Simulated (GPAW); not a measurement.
## LiCl (Fm-3m): G0W0 on several meshes in GPAW

Aim: the GW shift of LiCl (Fm-3m) against the k mesh.

Method: LDA and many-body steps on it, plane waves, in GPAW 26.7.0.

The database entry behind the starting cell differs from later determinations by our own check (0.1 to 0.3 % short, probably kX units), so it need not match the best structure at ambient conditions.

**1. Set-up**

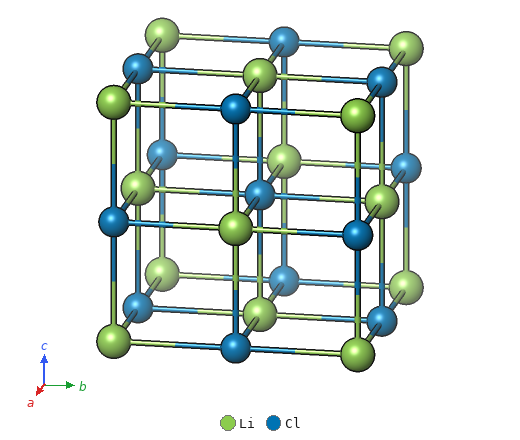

The starting structure, seen slightly off an axis (lithium green, chlorine blue). This picture shows the conventional cell, with its axes. Some periodic images of atoms are drawn too.

Coordinates:

```
Li Cl
1.0
     0.00000    2.56477    2.56477
     2.56477    0.00000    2.56477
     2.56477    2.56477    0.00000
Li Cl
1 1
Direct
  0.00000 0.00000 0.00000
  0.50000 0.50000 0.50000
```

The cell and positions come from the Crystallography Open Database and are kept as given unless a step says otherwise.

**2. Empty states on the mesh, 6×6×6 mesh, 312 bands**

This step: GPAW 26.7.0; DFT, LDA, plane waves, PAW.

The sums over transitions need many empty states on a uniform mesh; this step solves for them.

The input, run.py:

```python
import json
import numpy as np
from gpaw.mpi import world
from gpaw import GPAW

calc = GPAW('gs.gpw').fixed_density(kpts={'size': (6, 6, 6), 'gamma': True},
    parallel={'domain': 1, 'band': 1},
    txt='nscf.txt')
calc.diagonalize_full_hamiltonian(nbands=312)
calc.write('full.gpw', mode='all')
res = {}
kpts = calc.get_ibz_k_points()
res['kpts'] = kpts
res['eigenvalues'] = [calc.get_eigenvalues(kpt=k) for k in range(len(kpts))]
res['n_electrons'] = calc.get_number_of_electrons()

if world.rank == 0:
    with open('result.json', 'w') as f:
        json.dump(res, f, default=lambda x: x.tolist())
```

Started as:

```bash
$ mpirun -n 4 gpaw python run.py
```

Numbers of over 12 decimals in the logs are rounded to 6 here.

The log of the run:

```text
Diagonalizing LCAO Hamiltonian
Converting LCAO to pw mode
convergence criteria:
- Maximum integral of absolute [eigenst]ate change: 4e-08 eV^2 / valence electron
maximum number of iterations: 100

SCF iterations
|iter     |     time |      energy | eigst |  dens |
|iter:   1|  |             | +1.26 |       |
|iter:   2|  |             | -0.12 |       |
|iter:   3|  |             | +0.03 |       |
[...]
|iter:   9|  |             | -6.16 |       |
|iter:  10|  |             | -6.87 |       |
|iter:  11|  |             | -7.56c|       |
SCF steps: 11
  __  _  _
 | _ |_)|_||  |
 |__||  | ||/\| - 26.7.0

Input parameters:
  mode=PW(ecut=600.0),
  convergence={'density': 1e-06, 'bands': -3},
  gpts=array([21, 21, 21]),
  kpts=MonkhorstPack(size=(6, 6, 6), gamma=True),
  maxiter=100,
  nbands=11,
  occupations=Occupations(name='fermi-dirac', width=0.001, fixmagmom=False),
  parallel={'domain': 1, 'band': 1},
  xc=XC(name='LDA')
Matrix size: 1139x1139
# Writing to full.gpw (mode='all')
  [... matrices ...]

timing:  # [seconds]
  Total: 7.849  # ━━━━━━━━━━━━━━━━━━━━━━━━━━━━━━━━━━━━━━━━━━━━━━━━━━━━━━━━━━━
```

Elapsed: 12 s, on 4 MPI ranks of Arm Neoverse V1, shared host; peak memory 1.2 GiB.

Numbers from this step:

```
gap                                                           : 5.986 eV
k of the valence top                                          : 0, 0, 0
k of the conduction bottom                                    : 0, 0, 0
least direct gap                                              : 5.986 eV
k points computed                                             : 16
lowest point of the top converged band, above the valence top : 239.9887 eV
```

On this mesh the gap is 5.986 eV.

**3. 6×6×6**

G0W0 replaces the xc potential by the self-energy, built once from these orbitals. Only a window of levels is corrected, while the sums run over the empty bands that the input names.

This step: G0W0 on LDA, plane waves, PAW.

The input, run.py:

```python
import json
import numpy as np
from gpaw.mpi import world
from gpaw.response.g0w0 import G0W0

gw = G0W0('full.gpw',
    filename='gw',
    kpts=[0],
    bands=(2, 6),
    ecut=150,
    nbands=140,
    integrate_gamma='WS',
    ppa=True)
gw.calculate()
res = {mode: {k: v for k, v in r.items() if k != 'sigma_eskwn'}
       for mode, r in gw.all_results.items()}

if world.rank == 0:
    with open('result.json', 'w') as f:
        json.dump(res, f, default=lambda x: x.tolist())
```

Started as:

```bash
$ mpirun -n 4 gpaw python run.py
```

The log of the run:

```text
Using integrator: PointIntegrator
FrequencyGridDescriptor(from 0.000+0.000j to 0.000+27.211j eV, 2 points)
Nonperiodic BCs:  [False False False]
Using integrator: PointIntegrator
FrequencyGridDescriptor(from 0.000+0.000j to 0.000+27.211j eV, 2 points)
Nonperiodic BCs:  [False False False]
  ___  _ _ _
 |   || | | |
 | | || | | |
 |__ ||_____|
 |___|

BZ k-points: Symmetries present (total): 48

  [... matrices ...]
216 k-points: 6 x 6 x 6 Monkhorst-Pack grid + [1/12,1/12,1/12]
16 k-points in the irreducible part of the Brillouin zone
       k-points in crystal coordinates                weights
   0:     0.00000000    0.00000000    0.00000000          1/216
   1:     0.16666667    0.16666667    0.00000000          6/216
   2:     0.16666667    0.16666667    0.16666667          8/216
   3:     0.33333333    0.16666667    0.16666667         12/216
   4:     0.33333333    0.33333333   -0.33333333         12/216
   5:     0.33333333    0.33333333    0.00000000          6/216
   6:     0.33333333    0.33333333    0.16666667         24/216
   7:     0.33333333    0.33333333    0.33333333          8/216
   8:     0.50000000    0.33333333   -0.33333333         24/216
   9:     0.50000000    0.33333333   -0.16666667         12/216
          ...
  15:     0.50000000    0.50000000    0.50000000          4/216

Distributing spins, k-points and bands (1 x 1 x 4) over 4 processes
Number of blocks: 1

Quasi particle states:
k-points (IBZ indices): [0]
Band range: (2, 6)
  [... matrices ...]
Computational parameters:
Plane wave cut-off: 150 eV
Number of bands: 140
Coulomb cutoff: None
Broadening: 0.1 eV

fxc modes: GW
Kernel: RPA
Using Godby-Needs plasmon-pole approximation:
  Fitting energy: i*E0, E0 = 1.000 Hartree
Summing all q:

Calculating screened Coulomb potential
No Coulomb truncation
FrequencyGridDescriptor(from 0.000+0.000j to 0.000+27.211j eV, 2 points)
Removing empty qpoint cache files...

Calculating chi0 body with:
    Ground state adapter containing:
    Number of spins: 1
    Number of kpoints: 216
    Number of irreducible kpoints: 16
    Number of completely occupied states: 4
    Number of partially occupied states: 4
    Occupied states memory: 0.565247 M / cpu

    Linear response parametrization:
    q_c: [1.3877787807814457e-17, 1.3877787807814457e-17, 1.3877787807814457e-17]
    Number of frequency points: 2
    Planewave cutoff: 150.0
    Number of bands: 140
    Number of planewaves: 137
    Broadening (eta): 1e-06
    comm.size: 4
    kncomm.size: 4
    blockcomm.size: 1

    Memory estimate of potentially large arrays:
        chi0_wGG: 0.572784 M / cpu
Integrating chi0 body.

Symmetries of q_c:
    Direct symmetries (Uq -> q): 48
    Indirect symmetries (TUq -> q): 0
In total 48 allowed symmetries.

  [... matrices ...]
16 groups of equivalent kpoints. 92.592593% reduction.

Integral kind: response function
Integrating chi0 head and wings.

Symmetries of q_c:
    Direct symmetries (Uq -> q): 48
    Indirect symmetries (TUq -> q): 0
In total 48 allowed symmetries.

  [... matrices ...]
16 groups of equivalent kpoints. 92.592593% reduction.

Integral kind: response function wings

Calculating chi0 body with:
    Ground state adapter containing:
    Number of spins: 1
    Number of kpoints: 216
    Number of irreducible kpoints: 16
    Number of completely occupied states: 4
    Number of partially occupied states: 4
[... the further q-points ...]

Results:
f:      Occupation numbers
eps:     KS-eigenvalues [eV]
vxc:     KS vxc [eV]
exx:     Exact exchange [eV]
sigma:   Self-energies [eV]
dsigma:  Self-energy derivatives
Z:       Renormalization factors
qp:      QP-energies [eV]

k-point 0 (0): (0.000, 0.000, 0.000)                GW
band       f     eps     vxc     exx   sigma  dsigma       Z      qp
                                                                   GW
   2   1.000   0.540 -17.233 -21.238   2.026  -0.242   0.805  -1.054
   3   1.000   0.540 -17.233 -21.238   2.026  -0.242   0.805  -1.054
   4   0.000   6.526 -11.280  -6.445  -3.510  -0.181   0.847   7.648
   5   0.000  12.163 -10.136  -4.520  -3.860  -0.187   0.842  13.642
```

Wall time 84 s (4 MPI ranks); peak memory 1 GiB.

This step gave:

| Item | Value |
| --- | --- |
| G0W0 gap on the points computed | 8.702 eV |
| least direct G0W0 gap on the computed points | 8.702 eV |
| Z at the valence top | 0.8052 |
| Z at the conduction bottom | 0.8465 |
| starting gap on the mesh | 5.986 eV |
| k of the valence top | 0, 0, 0 |
| k of the conduction bottom | 0, 0, 0 |

The gap on the mesh goes from 5.99 eV to 8.70 eV, a correction of +2.72 eV.

**4. Empty states on the mesh, 4×4×4 mesh, 150 bands**

This step: DFT, LDA, plane waves, PAW.

The input, run.py:

```python
import json
import numpy as np
from gpaw.mpi import world
from gpaw import GPAW

calc = GPAW('gs.gpw').fixed_density(kpts={'size': (4, 4, 4), 'gamma': True},
    parallel={'domain': 1, 'band': 1},
    txt='nscf.txt')
calc.diagonalize_full_hamiltonian(nbands=150)
calc.write('full.gpw', mode='all')
res = {}
kpts = calc.get_ibz_k_points()
res['kpts'] = kpts
res['eigenvalues'] = [calc.get_eigenvalues(kpt=k) for k in range(len(kpts))]
res['n_electrons'] = calc.get_number_of_electrons()

if world.rank == 0:
    with open('result.json', 'w') as f:
        json.dump(res, f, default=lambda x: x.tolist())
```

Started as:

```bash
$ mpirun -n 4 gpaw python run.py
```

The log of the run:

```text
Diagonalizing LCAO Hamiltonian
Converting LCAO to pw mode
convergence criteria:
- Maximum integral of absolute [eigenst]ate change: 4e-08 eV^2 / valence electron
maximum number of iterations: 100

SCF iterations
|iter     |     time |      energy | eigst |  dens |
|iter:   1|  |             | +1.25 |       |
|iter:   2|  |             | -0.12 |       |
|iter:   3|  |             | -0.38 |       |
[...]
|iter:  10|  |             | -6.35 |       |
|iter:  11|  |             | -7.04 |       |
|iter:  12|  |             | -7.56c|       |
SCF steps: 12
  __  _  _
 | _ |_)|_||  |
 |__||  | ||/\| - 26.7.0

Input parameters:
  mode=PW(ecut=600.0),
  convergence={'density': 1e-06, 'bands': -3},
  gpts=array([21, 21, 21]),
  kpts=MonkhorstPack(size=(4, 4, 4), gamma=True),
  maxiter=100,
  nbands=11,
  occupations=Occupations(name='fermi-dirac', width=0.001, fixmagmom=False),
  parallel={'domain': 1, 'band': 1},
  xc=XC(name='LDA')
Matrix size: 1139x1139
# Writing to full.gpw (mode='all')
  [... matrices ...]

timing:  # [seconds]
  Total: 3.522  # ━━━━━━━━━━━━━━━━━━━━━━━━━━━━━━━━━━━━━━━━━━━━━━━━━━━━━━━━━━━
```

It took 7.1 s on 4 MPI ranks; peak memory 0.98 GiB; 28 s of CPU time.

Numbers from this step:

```yaml
gap: 5.986 eV
k_of_the_valence_top: 0, 0, 0
k_of_the_conduction_bottom: 0, 0, 0
least_direct_gap: 5.986 eV
k_points_computed: 8
lowest_point_of_the_top_converged_band_above_the_valence_top: 143.5874 eV
```

On this mesh the gap is 5.986 eV.

**5. 4×4×4**

This step: G0W0 on LDA, plane waves, PAW.

The input, run.py:

```python
import json
import numpy as np
from gpaw.mpi import world
from gpaw.response.g0w0 import G0W0

gw = G0W0('full.gpw',
    filename='gw',
    kpts=[0],
    bands=(2, 6),
    ecut=150,
    nbands=140,
    integrate_gamma='WS',
    ppa=True)
gw.calculate()
res = {mode: {k: v for k, v in r.items() if k != 'sigma_eskwn'}
       for mode, r in gw.all_results.items()}

if world.rank == 0:
    with open('result.json', 'w') as f:
        json.dump(res, f, default=lambda x: x.tolist())
```

Started as:

```bash
$ mpirun -n 4 gpaw python run.py
```

The log of the run:

```text
Using integrator: PointIntegrator
FrequencyGridDescriptor(from 0.000+0.000j to 0.000+27.211j eV, 2 points)
Nonperiodic BCs:  [False False False]
Using integrator: PointIntegrator
FrequencyGridDescriptor(from 0.000+0.000j to 0.000+27.211j eV, 2 points)
Nonperiodic BCs:  [False False False]
  ___  _ _ _
 |   || | | |
 | | || | | |
 |__ ||_____|
 |___|

BZ k-points: Symmetries present (total): 48

  [... matrices ...]
64 k-points: 4 x 4 x 4 Monkhorst-Pack grid + [1/8,1/8,1/8]
8 k-points in the irreducible part of the Brillouin zone
       k-points in crystal coordinates                weights
   0:     0.00000000    0.00000000    0.00000000          1/64
   1:     0.25000000    0.25000000    0.00000000          6/64
   2:     0.25000000    0.25000000    0.25000000          8/64
[...]
6:     0.50000000    0.50000000    0.25000000         24/64
   7:     0.50000000    0.50000000    0.50000000          4/64

Distributing spins, k-points and bands (1 x 1 x 4) over 4 processes
Number of blocks: 1

Quasi particle states:
k-points (IBZ indices): [0]
Band range: (2, 6)
  [... matrices ...]
Computational parameters:
Plane wave cut-off: 150 eV
Number of bands: 140
Coulomb cutoff: None
Broadening: 0.1 eV

fxc modes: GW
Kernel: RPA
Using Godby-Needs plasmon-pole approximation:
  Fitting energy: i*E0, E0 = 1.000 Hartree
Summing all q:

Calculating screened Coulomb potential
No Coulomb truncation
FrequencyGridDescriptor(from 0.000+0.000j to 0.000+27.211j eV, 2 points)
Removing empty qpoint cache files...

Calculating chi0 body with:
    Ground state adapter containing:
    Number of spins: 1
    Number of kpoints: 64
    Number of irreducible kpoints: 8
    Number of completely occupied states: 4
    Number of partially occupied states: 4
    Occupied states memory: 0.565247 M / cpu

    Linear response parametrization:
    q_c: [0.0, 0.0, 0.0]
    Number of frequency points: 2
    Planewave cutoff: 150.0
    Number of bands: 140
    Number of planewaves: 137
    Broadening (eta): 1e-06
    comm.size: 4
    kncomm.size: 4
    blockcomm.size: 1

    Memory estimate of potentially large arrays:
        chi0_wGG: 0.572784 M / cpu
Integrating chi0 body.

Symmetries of q_c:
    Direct symmetries (Uq -> q): 48
    Indirect symmetries (TUq -> q): 0
In total 48 allowed symmetries.

  [... matrices ...]
8 groups of equivalent kpoints. 87.5% reduction.

Integral kind: response function
Integrating chi0 head and wings.

Symmetries of q_c:
    Direct symmetries (Uq -> q): 48
    Indirect symmetries (TUq -> q): 0
In total 48 allowed symmetries.

  [... matrices ...]
8 groups of equivalent kpoints. 87.5% reduction.

Integral kind: response function wings

Calculating chi0 body with:
    Ground state adapter containing:
    Number of spins: 1
    Number of kpoints: 64
    Number of irreducible kpoints: 8
    Number of completely occupied states: 4
    Number of partially occupied states: 4
    Occupied states memory: 0.565247 M / cpu

    Linear response parametrization:
[... the further q-points ...]

Results:
f:      Occupation numbers
eps:     KS-eigenvalues [eV]
vxc:     KS vxc [eV]
exx:     Exact exchange [eV]
sigma:   Self-energies [eV]
dsigma:  Self-energy derivatives
Z:       Renormalization factors
qp:      QP-energies [eV]

k-point 0 (0): (0.000, 0.000, 0.000)                GW
band       f     eps     vxc     exx   sigma  dsigma       Z      qp
                                                                   GW
   2   1.000   0.540 -17.233 -21.268   2.043  -0.242   0.805  -1.064
   3   1.000   0.540 -17.233 -21.268   2.043  -0.242   0.805  -1.064
   4   0.000   6.526 -11.280  -6.407  -3.540  -0.182   0.846   7.654
   5   0.000  12.163 -10.136  -4.512  -3.870  -0.189   0.841  13.638
```

The job ended after 20 s (4 MPI ranks; peak memory 0.91 GiB; 81 s of CPU time).

This step gave:

* G0W0 gap on the points computed: 8.718 eV
* least direct G0W0 gap on the computed points: 8.718 eV
* Z at the valence top: 0.8053
* Z at the conduction bottom: 0.8458
* starting gap on the mesh: 5.986 eV
* k of the valence top: 0, 0, 0
* k of the conduction bottom: 0, 0, 0

Against G0W0 in GPAW (6×6×6 mesh, 140 bands, screening to 150 eV, Godby-Needs plasmon pole), the gap moves by +0.016 eV.

**6. Side by side**

Times are wall times on 4 MPI ranks of Arm Neoverse V1, shared host, good to a factor of about two.

| run | mesh | bands | screening cutoff (eV) | DFT gap (eV) | gap on the mesh (eV) | direct (eV) | time |
| --- | --- | --- | --- | --- | --- | --- | --- |
| 6×6×6 | 6×6×6 | 140 | 150 | 5.986 | 8.702 | 8.702 | 84 s |
| 4×4×4 | 4×4×4 | 140 | 150 | 5.986 | 8.718 | 8.718 | 20 s |

**7. What came out**

```yaml
6x6x6: 8.702 eV
4x4x4: 8.718 eV
known_limits: not at the basis limit; coarse k mesh
```

**Reading.** 4×4×4: +0.016 eV against 6×6×6. Bands and cutoff are finite, so the gap is not at the basis limit. The miss can reach some tenths of an eV and take either sign; the mesh is an error of its own. These stock PAW sets were not made for GW. In the G0W0 runs levels were corrected at 1 k point alone, so a gap called «on the mesh» is the least over those, and an edge elsewhere would be missed.

[Paths, hosts, dates, memory and timing lines, banners, echoed tables and standing remarks are left out of the program output.]

[Logs are printed without paths, hosts, clocks, repeated set-up lines and the standing remarks that a program may print on its own settings, such as how far it seeks lower states.]

[Runs of the session that timed out or met a known fault of the program may be left out.]

[Hosts, paths, dates, database ids (printed as entryN), source tags and the programs' standing remarks are cut or masked in the printed files.]
